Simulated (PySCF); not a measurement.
## A study: C3H9P, SMILES `CP(C)C`

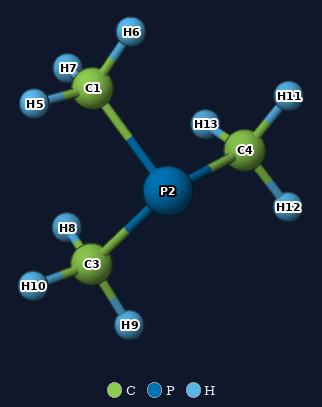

The molecule, with its atoms numbered as below. No frequency check shows the geometry to be a minimum.

Cartesian coordinates (Å):

```
C1      -0.6132   -1.4927    0.2892
P2       0.0000    0.0003   -0.6225
C3      -0.9863    1.2770    0.2895
C4       1.5994    0.2152    0.2893
H5      -1.6455   -1.6840    0.0039
H6      -0.0128   -2.3545    0.0044
H7      -0.5550   -1.3514    1.3677
H8      -0.8928    1.1558    1.3681
H9      -0.6354    2.2670    0.0041
H10     -2.0325    1.1883    0.0043
H11      2.2812   -0.5832    0.0042
H12      2.0455    1.1660    0.0045
H13      1.4478    0.1950    1.3679
```

## 1. Bonding charge

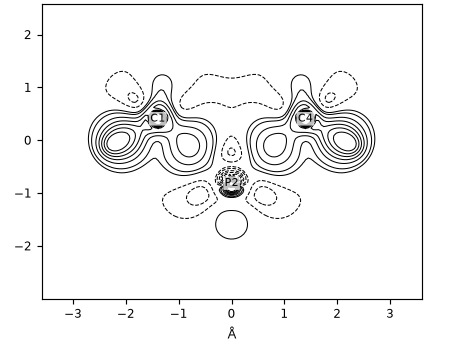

Deformation density (molecule less spherical, spin-averaged free atoms) in the plane of C1, P2 and C4; contours at ±0.05 to ±0.8 e/Å³; solid lines: gain, dashed lines: loss.

Level of theory: ωB97X/def2-TZVP (PySCF), at a geometry from GFN2-xTB.

**How much density has each bond in this plane gained at its critical point, relative to the free atoms?**

P2–C4 and C1–P2: +0.20 e/Å³ at the bond critical point (bond length 1.85 Å, Mayer order 1.0). In all, 3.0 electrons gather in the regions of gain relative to the promolecule.

**Where do the Hirshfeld charges lie?**

The highest Hirshfeld charge is on P2 (+0.15 e), the lowest on C1, C3 and C4 (−0.18 e).

| atom | charge (e) |
| --- | --- |
| C1 | −0.18 |
| P2 | +0.15 |
| C3 | −0.18 |
| C4 | −0.18 |
| H5 | +0.04 |
| H6 | +0.04 |
| H7 | +0.04 |
| H8 | +0.04 |
| H9 | +0.04 |
| H10 | +0.04 |
| H11 | +0.04 |
| H12 | +0.04 |
| H13 | +0.04 |

## 2. Bond critical points

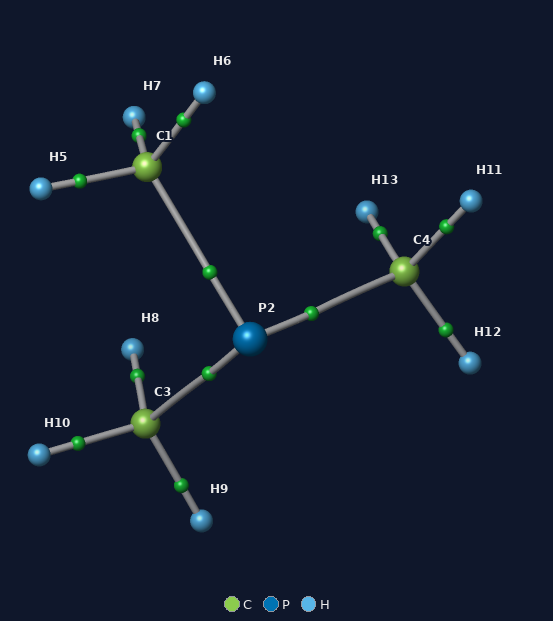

Molecular graph of the electron density (QTAIM): bond paths, bond critical points (green), ring points (magenta, if any); weak paths are dashed.

**How many critical points of each kind are there, and does the count close?**

13 nuclei, 12 bond, 0 ring and 0 cage critical points: 13 − 12 + 0 − 0 = 1, as the Poincaré–Hopf relation requires.

**What does the calculation give at each kind of bond critical point?**

| bond | length (Å) | ρ (a.u.) | ∇²ρ (a.u.) | ε | H (a.u.) |
| --- | --- | --- | --- | --- | --- |
| C1–H5 (6 alike) | 1.088 | 0.277 | −0.94 | 0.01 | −0.280 |
| C3–H8 (3 alike) | 1.089 | 0.276 | −0.93 | 0.01 | −0.278 |
| P2–C3 (3 alike) | 1.853 | 0.157 | −0.16 | 0.12 | −0.145 |

**What kind of interaction is C1–H5?**

Shared-shell (covalent): ρ = 0.277, ∇²ρ = −0.94, H = −0.280 a.u.

## 3. Electrostatic potential

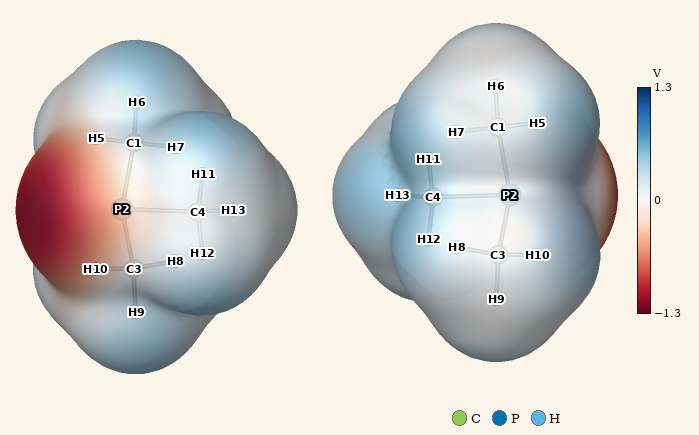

Electrostatic potential on the surface of electron density 0.001 a.u. (back view left, front view right).

**Where are the extremes of the potential on the surface?**

Highest: 0.55 V, 1.4 Å from H8, and at like points elsewhere. Lowest: −1.21 V, 2.4 Å from P2. Further minima include −0.05 V, near H6 (1.81 Å), H5 (1.87 Å), C1 (1.94 Å) and H7 (1.94 Å), and at like points elsewhere. The surface is sampled at points, so like sites can differ by a few per cent and only the strongest of them is named.

## 4. In an electric field

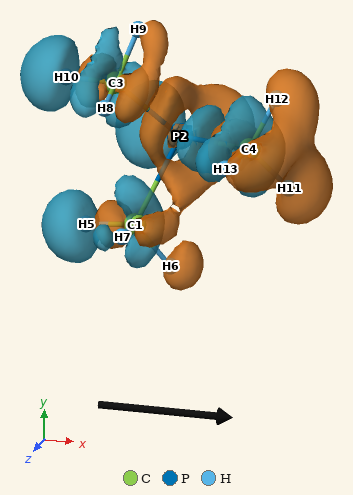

Change of the electron density in a uniform field of 0.21 V/Å along +x (arrow), surfaces at ±0.002 e/Å³ (light blue: gain, orange: loss).

PySCF calculation, ωB97X/def2-TZVP, gas phase; geometry: GFN2-xTB. A basis without diffuse functions makes polarisabilities too small.

**What dipole is induced, and what polarisability does it imply?**

The induced dipole is 0.67 D (along the field); α along this axis, from the fields in both directions, is 66 bohr³ (9.7 Å³).

**Which atoms gain and lose the most charge?**

Electrons gather most on H5 and H10 alike (Hirshfeld charge changes by −0.009 e) and leave H11 most (+0.007 e); 0.063 electrons are displaced in all.

## 5. Removing or adding an electron

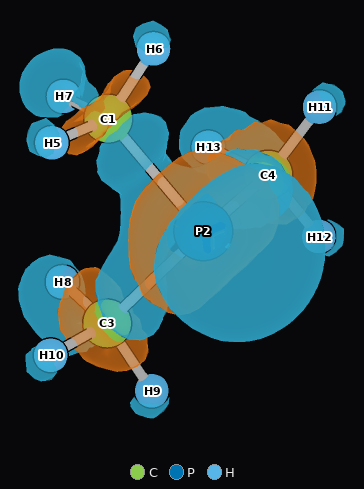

Fukui function f⁻ = ρ(N) − ρ(N−1) at fixed geometry, surfaces at ±0.03 e/Å³ (light blue positive, orange negative).

PySCF calculation, ωB97X/def2-TZVP, gas phase; geometry: GFN2-xTB.

**On which atoms does the density change most on removal of an electron?**

f⁻ (Hirshfeld-condensed) is largest on P2 (0.42); the vertical ionisation energy is 8.60 eV (the stability of the cation's solution wasn't checked). Condensed values hint at sites of electrophilic attack but needn't mark the atom that reacts. Orbital relaxation makes it negative in places (0.23 e in all).

The PySCF runs shown took 23 s, 58 s and 60 s on 1 thread of Intel(R) Xeon(R) Platinum 8259CL CPU @ 2.50GHz (Skylake/Cascade Lake), on a shared host.
